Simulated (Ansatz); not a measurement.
# CH2F− (SMILES [CH2-]F): energies and forces away from the minimum

Aim: displace all atoms at random from the minimum and see how well density functionals give the CCSD(T) energy and forces there.

Method: single points with forces in def2-TZVPPD; program: Ansatz 0.2.0, Gaussian basis.

Levels: PBE-D4, r2SCAN-D4, PBE0-D4, wB97M-V, Hartree-Fock, MP2, CCSD, CCSD(T). Each coordinate is moved by a Gaussian draw of the width named (0.7 of it for atoms other than hydrogen): 0.12, 0.06, 0.06, 0.02 Å.

Correlated methods freeze the cores.

### Step 1. Starting geometry

The minimum, relaxed at PBE0-D4: 4 atoms, charge -1, spin multiplicity 1.

Atoms are counted from 1 here; the program's logs count them from 0.

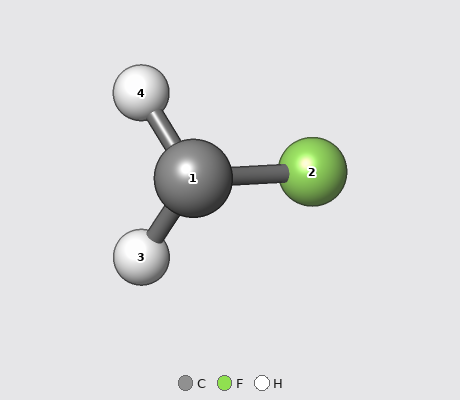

The starting geometry (carbon grey, fluorine green, hydrogen white); atoms are numbered from 1 in the order of the file.

Geometry (Å):

```xyz
4
CH2F
C     0.0456   -0.0944   -0.4092
F     0.9480    0.7203    0.4560
H    -0.9381    0.4037   -0.2378
H    -0.0555   -1.0296    0.1910
```

Energies of the minimum (eV), from earlier single points: PBE-D4 -3782.05939, r2SCAN-D4 -3784.14140, PBE0-D4 -3782.01045, B3LYP-D4 -3786.32570, wB97M-V -3784.74570, CCSD(T) -3779.60044.

### Step 2. Structure 1, width 0.12 Å

Contents of ccsdt-tzvppd/in.yaml:

```yaml
crystal:
  periodic: [false, false, false]
  atoms:
    - {symbol: C, position_ang: [-0.055195, -0.065244, -0.494124]}
    - {symbol: F, position_ang: [0.886178, 0.709666, 0.539949]}
    - {symbol: H, position_ang: [-0.939767, 0.573602, -0.324873]}
    - {symbol: H, position_ang: [-0.100013, -1.318498, 0.213652]}
basis:
  gaussian: {orbitals: "def2-TZVPPD.json"}
total_charge: -1
correlation: {method: ccsd_t}
output: {forces: true}
```

The basis file named in the input lies beside it (Basis Set Exchange, JSON).

The command line of these runs was not kept.

Output:

```text
Functional definition: HF
  name "HF"
  cite "Fock, Z. Phys. 61, 126 (1930) doi:10.1007/BF01340294"
  parent pbe
  exchange = exact_x
  correlation = 0
666 factors; integrals over basis functions are off by at most 7.6e-4 eV
mean field evaluation 1: about -3763.6110 eV, gradient 2.9e1 eV
mean field evaluation 2: about -3763.6136 eV, gradient 2.9e1 eV
mean field evaluation 4: about -3765.4073 eV, gradient 2.5e0 eV
mean field evaluation 8: about -3765.4604 eV, gradient 1.7e-1 eV
mean field evaluation 16: about -3765.4457 eV, gradient 1.1e0 eV
mean field -3765.46104206 eV, -138.3781409744 hartree, gradient 2.2e-6 eV, S^2 0.000000; 0 other end points of the search recorded, 0 dependent functions left out
2 core orbitals not correlated: weight in the atoms' cores, before any rotation towards them, 1.000 or more for the frozen orbitals, at most 0.000 for the correlated occupied ones
reference -3765.46104206 eV, -138.3781409744 hartree; 7, 7 occupied and 102, 102 virtual orbitals, 666 factors
second order -12.25314809 eV of doubles, -0.00000000 eV of singles
cycle   1  -12.21578210 eV  change    3.7e-2 eV  update   9.7e-2
cycle   2  -12.55863185 eV  change   -3.4e-1 eV  update   3.5e-2
cycle   3  -12.67094328 eV  change   -1.1e-1 eV  update   1.8e-2
cycle   4  -12.66219682 eV  change    8.7e-3 eV  update   4.7e-3
cycle   5  -12.65929186 eV  change    2.9e-3 eV  update   2.0e-3
cycle   6  -12.66042076 eV  change   -1.1e-3 eV  update   8.7e-4
cycle   7  -12.66030852 eV  change    1.1e-4 eV  update   3.3e-4
cycle   8  -12.66011648 eV  change    1.9e-4 eV  update   1.4e-4
cycle   9  -12.66014748 eV  change   -3.1e-5 eV  update   6.0e-5
cycle  10  -12.66019228 eV  change   -4.5e-5 eV  update   2.4e-5
cycle  11  -12.66016712 eV  change    2.5e-5 eV  update   1.2e-5
cycle  12  -12.66017249 eV  change   -5.4e-6 eV  update   7.6e-6
cycle  13  -12.66017280 eV  change   -3.1e-7 eV  update   3.5e-6
perturbative correction -0.49708067 eV, -0.0182673775 hartree
the calculation of the forces begins
Total energy: -3778.61829552 eV, -138.8616611209 hartree
Atom 0 at    -0.055195    -0.065244    -0.494124 Å, force     1.758868    -2.026707     1.698213 eV/Å
Atom 1 at     0.886178     0.709666     0.539949 Å, force    -0.538519    -0.527796    -0.737179 eV/Å
Atom 2 at    -0.939767     0.573602    -0.324873 Å, force    -0.603823    -0.691807     0.529370 eV/Å
Atom 3 at    -0.100013    -1.318498     0.213652 Å, force    -0.616525     3.246310    -1.490404 eV/Å
Dipole moment:    -0.007491     0.274273     0.347572 e Å
```

Wall time 21 s (2 threads, shared host); peak memory 0.72 GiB.

The other levels were run on the same coordinates; their logs were not kept, and their results stand in the tables.

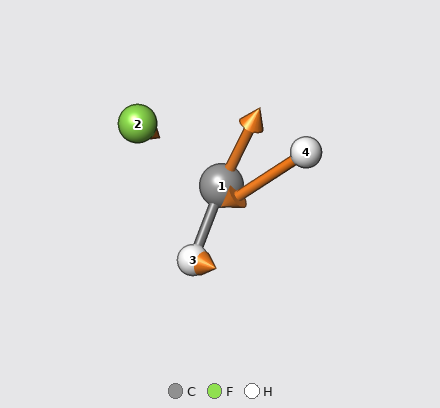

Forces at CCSD(T); the longest arrow is 3.62 eV/Å.

```tsv
method	RMS force component (eV/Å)	RMS error against CCSD(T) (eV/Å)	angle to CCSD(T) forces (°)
PBE-D4	1.395	0.155	5.7
r2SCAN-D4	1.457	0.049	1.9
PBE0-D4	1.530	0.117	3.5
wB97M-V	1.515	0.092	2.8
CCSD(T)	1.457	0	0
```

### Step 3. Structure 2, width 0.06 Å

Contents of ccsdt-tzvppd/in.yaml:

```yaml
crystal:
  periodic: [false, false, false]
  atoms:
    - {symbol: C, position_ang: [0.062167, -0.077548, -0.442373]}
    - {symbol: F, position_ang: [1.020512, 0.765717, 0.425260]}
    - {symbol: H, position_ang: [-0.973211, 0.338414, -0.236230]}
    - {symbol: H, position_ang: [-0.017046, -1.107895, 0.081560]}
basis:
  gaussian: {orbitals: "def2-TZVPPD.json"}
total_charge: -1
correlation: {method: ccsd_t}
output: {forces: true}
```

Output:

```text
[... 6 set-up lines as earlier in the session ...]
668 factors; integrals over basis functions are off by at most 7.4e-4 eV
mean field evaluation 1: about -3764.5516 eV, gradient 3.1e1 eV
mean field evaluation 2: about -3764.5541 eV, gradient 3.1e1 eV
mean field evaluation 4: about -3766.4337 eV, gradient 2.4e0 eV
mean field evaluation 8: about -3766.4795 eV, gradient 1.5e-1 eV
mean field evaluation 16: about -3766.4677 eV, gradient 9.6e-1 eV
mean field -3766.48006667 eV, -138.4155894383 hartree, gradient 3.9e-6 eV, S^2 0.000000; 0 other end points of the search recorded, 0 dependent functions left out
2 core orbitals not correlated: weight in the atoms' cores, before any rotation towards them, 1.000 or more for the frozen orbitals, at most 0.000 for the correlated occupied ones
reference -3766.48006667 eV, -138.4155894383 hartree; 7, 7 occupied and 102, 102 virtual orbitals, 668 factors
second order -12.21810303 eV of doubles, -0.00000000 eV of singles
cycle   1  -12.18591592 eV  change    3.2e-2 eV  update   8.7e-2
cycle   2  -12.48564857 eV  change   -3.0e-1 eV  update   2.9e-2
cycle   3  -12.57401314 eV  change   -8.8e-2 eV  update   1.4e-2
cycle   4  -12.56612293 eV  change    7.9e-3 eV  update   3.5e-3
cycle   5  -12.56397358 eV  change    2.1e-3 eV  update   1.6e-3
cycle   6  -12.56469321 eV  change   -7.2e-4 eV  update   6.2e-4
cycle   7  -12.56457553 eV  change    1.2e-4 eV  update   2.7e-4
cycle   8  -12.56441162 eV  change    1.6e-4 eV  update   1.2e-4
cycle   9  -12.56442391 eV  change   -1.2e-5 eV  update   5.8e-5
cycle  10  -12.56445182 eV  change   -2.8e-5 eV  update   2.8e-5
cycle  11  -12.56442588 eV  change    2.6e-5 eV  update   1.5e-5
cycle  12  -12.56443587 eV  change   -1.0e-5 eV  update   8.4e-6
cycle  13  -12.56443606 eV  change   -1.9e-7 eV  update   3.5e-6
perturbative correction -0.46385496 eV, -0.0170463554 hartree
the calculation of the forces begins
Total energy: -3779.50835769 eV, -138.8943703022 hartree
Atom 0 at     0.062167    -0.077548    -0.442373 Å, force    -0.255552    -0.608352     0.058945 eV/Å
Atom 1 at     1.020512     0.765717     0.425260 Å, force    -0.840501    -0.638595    -0.167776 eV/Å
Atom 2 at    -0.973211     0.338414    -0.236230 Å, force     0.701742     0.117528     0.218151 eV/Å
Atom 3 at    -0.017046    -1.107895     0.081560 Å, force     0.394311     1.129419    -0.109320 eV/Å
Dipole moment:     0.033496     0.142098     0.488535 e Å
```

Wall time 19 s (2 threads, shared host); peak memory 0.72 GiB.

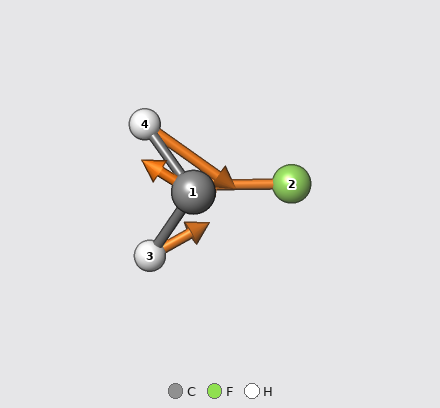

Forces at CCSD(T); the longest arrow is 1.20 eV/Å.

```tsv
method	RMS force component (eV/Å)	RMS error against CCSD(T) (eV/Å)	angle to CCSD(T) forces (°)
PBE-D4	0.428	0.155	11.9
r2SCAN-D4	0.523	0.052	5.0
PBE0-D4	0.583	0.111	10.7
wB97M-V	0.594	0.066	4.6
CCSD(T)	0.546	0	0
```

### Step 4. Structure 3, width 0.06 Å

Contents of ccsdt-tzvppd/in.yaml:

```yaml
crystal:
  periodic: [false, false, false]
  atoms:
    - {symbol: C, position_ang: [0.067001, -0.146829, -0.417694]}
    - {symbol: F, position_ang: [0.967976, 0.730207, 0.442480]}
    - {symbol: H, position_ang: [-0.942559, 0.430542, -0.218727]}
    - {symbol: H, position_ang: [0.084266, -1.006402, 0.121055]}
basis:
  gaussian: {orbitals: "def2-TZVPPD.json"}
total_charge: -1
correlation: {method: ccsd_t}
output: {forces: true}
```

Output:

```text
[... 6 set-up lines as earlier in the session ...]
666 factors; integrals over basis functions are off by at most 7.3e-4 eV
mean field evaluation 1: about -3764.5056 eV, gradient 3.1e1 eV
mean field evaluation 2: about -3764.5080 eV, gradient 3.1e1 eV
mean field evaluation 4: about -3766.3406 eV, gradient 2.3e0 eV
mean field evaluation 8: about -3766.3813 eV, gradient 1.4e-1 eV
mean field evaluation 16: about -3766.3715 eV, gradient 8.5e-1 eV
mean field -3766.38175611 eV, -138.4119765918 hartree, gradient 4.9e-6 eV, S^2 0.000000; 0 other end points of the search recorded, 0 dependent functions left out
2 core orbitals not correlated: weight in the atoms' cores, before any rotation towards them, 1.000 or more for the frozen orbitals, at most 0.000 for the correlated occupied ones
reference -3766.38175611 eV, -138.4119765918 hartree; 7, 7 occupied and 102, 102 virtual orbitals, 666 factors
second order -12.16322084 eV of doubles, -0.00000000 eV of singles
cycle   1  -12.14837700 eV  change    1.5e-2 eV  update   8.4e-2
cycle   2  -12.43738502 eV  change   -2.9e-1 eV  update   2.8e-2
cycle   3  -12.52188636 eV  change   -8.5e-2 eV  update   1.4e-2
cycle   4  -12.51409731 eV  change    7.8e-3 eV  update   3.5e-3
cycle   5  -12.51182890 eV  change    2.3e-3 eV  update   1.6e-3
cycle   6  -12.51258566 eV  change   -7.6e-4 eV  update   6.8e-4
cycle   7  -12.51248322 eV  change    1.0e-4 eV  update   3.5e-4
cycle   8  -12.51229722 eV  change    1.9e-4 eV  update   1.7e-4
cycle   9  -12.51233880 eV  change   -4.2e-5 eV  update   9.0e-5
cycle  10  -12.51237181 eV  change   -3.3e-5 eV  update   4.3e-5
cycle  11  -12.51234050 eV  change    3.1e-5 eV  update   2.0e-5
cycle  12  -12.51235714 eV  change   -1.7e-5 eV  update   9.5e-6
cycle  13  -12.51235738 eV  change   -2.3e-7 eV  update   3.6e-6
perturbative correction -0.44967196 eV, -0.0165251399 hartree
the calculation of the forces begins
Total energy: -3779.34378545 eV, -138.8883223841 hartree
Atom 0 at     0.067001    -0.146829    -0.417694 Å, force    -0.941805     4.317330    -1.775304 eV/Å
Atom 1 at     0.967976     0.730207     0.442480 Å, force     0.214922    -0.059841    -0.052996 eV/Å
Atom 2 at    -0.942559     0.430542    -0.218727 Å, force     1.131219    -1.282210    -0.202849 eV/Å
Atom 3 at     0.084266    -1.006402     0.121055 Å, force    -0.404336    -2.975279     2.031150 eV/Å
Dipole moment:     0.042454     0.115650     0.540098 e Å
```

It took 20 s on 2 threads, shared host; peak memory 0.72 GiB.

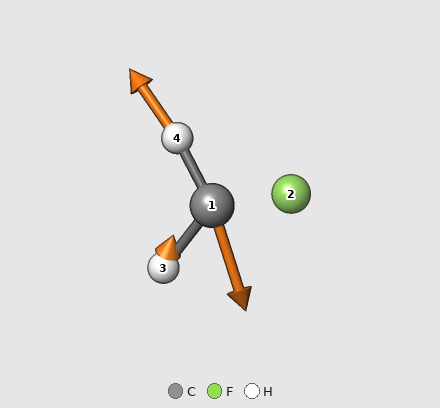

Forces at CCSD(T); the longest arrow is 4.76 eV/Å.

```tsv
method	RMS force component (eV/Å)	RMS error against CCSD(T) (eV/Å)	angle to CCSD(T) forces (°)
PBE-D4	1.837	0.140	4.2
r2SCAN-D4	1.798	0.035	1.1
PBE0-D4	1.826	0.116	3.6
wB97M-V	1.766	0.066	1.8
CCSD(T)	1.799	0	0
```

### Step 5. Structure 4, width 0.02 Å

Contents of ccsdt-tzvppd/in.yaml:

```yaml
crystal:
  periodic: [false, false, false]
  atoms:
    - {symbol: C, position_ang: [0.059109, -0.077512, -0.391787]}
    - {symbol: F, position_ang: [0.937076, 0.728021, 0.442265]}
    - {symbol: H, position_ang: [-0.945711, 0.380664, -0.237272]}
    - {symbol: H, position_ang: [-0.063927, -1.062020, 0.170526]}
basis:
  gaussian: {orbitals: "def2-TZVPPD.json"}
total_charge: -1
correlation: {method: ccsd_t}
output: {forces: true}
```

Output:

```text
[... 6 set-up lines as earlier in the session ...]
669 factors; integrals over basis functions are off by at most 6.8e-4 eV
mean field evaluation 1: about -3764.5016 eV, gradient 3.3e1 eV
mean field evaluation 2: about -3764.5039 eV, gradient 3.3e1 eV
mean field evaluation 4: about -3766.5585 eV, gradient 2.4e0 eV
mean field evaluation 8: about -3766.6035 eV, gradient 1.7e-1 eV
mean field evaluation 16: about -3766.5919 eV, gradient 9.0e-1 eV
mean field -3766.60418029 eV, -138.4201505297 hartree, gradient 2.3e-6 eV, S^2 0.000000; 0 other end points of the search recorded, 0 dependent functions left out
2 core orbitals not correlated: weight in the atoms' cores, before any rotation towards them, 1.000 or more for the frozen orbitals, at most 0.000 for the correlated occupied ones
reference -3766.60418029 eV, -138.4201505297 hartree; 7, 7 occupied and 102, 102 virtual orbitals, 669 factors
second order -12.16518082 eV of doubles, -0.00000000 eV of singles
cycle   1  -12.16586875 eV  change   -6.9e-4 eV  update   8.0e-2
cycle   2  -12.44510933 eV  change   -2.8e-1 eV  update   2.5e-2
cycle   3  -12.52216746 eV  change   -7.7e-2 eV  update   1.3e-2
cycle   4  -12.51527730 eV  change    6.9e-3 eV  update   3.3e-3
cycle   5  -12.51333567 eV  change    1.9e-3 eV  update   1.6e-3
cycle   6  -12.51399047 eV  change   -6.5e-4 eV  update   6.5e-4
cycle   7  -12.51387063 eV  change    1.2e-4 eV  update   3.3e-4
cycle   8  -12.51369652 eV  change    1.7e-4 eV  update   1.6e-4
cycle   9  -12.51373742 eV  change   -4.1e-5 eV  update   8.7e-5
cycle  10  -12.51376463 eV  change   -2.7e-5 eV  update   4.3e-5
cycle  11  -12.51373875 eV  change    2.6e-5 eV  update   2.0e-5
cycle  12  -12.51375839 eV  change   -2.0e-5 eV  update   9.3e-6
cycle  13  -12.51375790 eV  change    4.9e-7 eV  update   3.5e-6
perturbative correction -0.44381543 eV, -0.0163099163 hartree
the calculation of the forces begins
Total energy: -3779.56175363 eV, -138.8963325668 hartree
Atom 0 at     0.059109    -0.077512    -0.391787 Å, force    -0.669966    -1.034407    -0.528191 eV/Å
Atom 1 at     0.937076     0.728021     0.442265 Å, force     0.405309     0.332665     0.592309 eV/Å
Atom 2 at    -0.945711     0.380664    -0.237272 Å, force     0.029673     0.109989     0.060274 eV/Å
Atom 3 at    -0.063927    -1.062020     0.170526 Å, force     0.234983     0.591752    -0.124392 eV/Å
Dipole moment:     0.052511     0.205665     0.553025 e Å
```

Run time: 22 s. Hardware: 2 threads, shared host; peak memory 0.72 GiB.

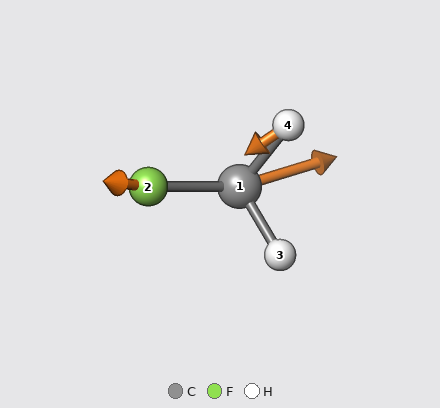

Forces at CCSD(T); the longest arrow is 1.34 eV/Å.

```tsv
method	RMS force component (eV/Å)	RMS error against CCSD(T) (eV/Å)	angle to CCSD(T) forces (°)
PBE-D4	0.493	0.150	17.6
r2SCAN-D4	0.473	0.052	6.0
PBE0-D4	0.381	0.136	11.0
wB97M-V	0.496	0.059	6.8
CCSD(T)	0.488	0	0
```

### Step 6. All structures together

Energy above the minimum (kJ/mol):

```tsv
structure	width (Å)	PBE-D4	r2SCAN-D4	PBE0-D4	wB97M-V	Hartree-Fock	MP2	CCSD	CCSD(T)
1	0.12	84.9	92.9	99.3	99.2	113.3	105.3	99.5	94.8
2	0.06	5.6	8.6	10.4	9.9	15.0	10.3	10.5	8.9
3	0.06	25.2	24.8	25.7	24.2	24.5	25.1	25.0	24.8
4	0.02	3.5	3.7	2.6	3.8	3.0	3.5	3.4	3.7
```

Miss and cost, level by level (times from a shared host):

```tsv
method	mean energy error from CCSD(T) (kJ/mol)	mean time a point
PBE-D4	3.5	1.2 s
r2SCAN-D4	0.6	2 s
PBE0-D4	2.0	1.1 s
wB97M-V	1.5	3.7 s
Hartree-Fock	6.4	part of the CCSD(T) run
MP2	3.1	part of the CCSD(T) run
CCSD	1.7	part of the CCSD(T) run
CCSD(T)	0	20 s
```

For cost: r2SCAN-D4 comes within 0.6 kJ/mol at 2 s a point, where CCSD(T) needs 20 s.

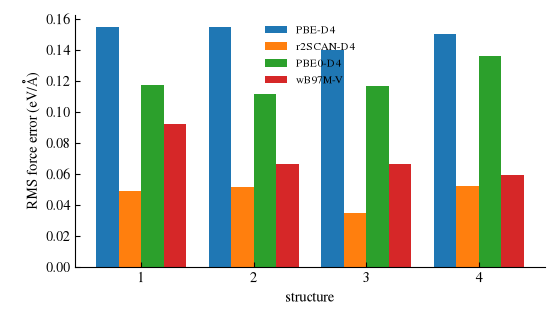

Force errors against CCSD(T).

### Step 7. Summary of results

```
                         quantity                                                                                            value
energy above the minimum, CCSD(T)                                                                      94.8, 8.9, 24.8, 3.7 kJ/mol
                mean energy error  PBE-D4 3.5, r2SCAN-D4 0.6, PBE0-D4 2.0, wB97M-V 1.5, Hartree-Fock 6.4, MP2 3.1, CCSD 1.7 kJ/mol
             mean RMS force error                                 PBE-D4 0.150, r2SCAN-D4 0.047, PBE0-D4 0.120, wB97M-V 0.071 eV/Å
            largest T1 diagnostic                                                                                            0.018
```

What this shows: In energy r2SCAN-D4 is nearest to CCSD(T) and Hartree-Fock farthest. For forces r2SCAN-D4 is best, off by 4 % of the typical force, and PBE-D4 worst (14 %).
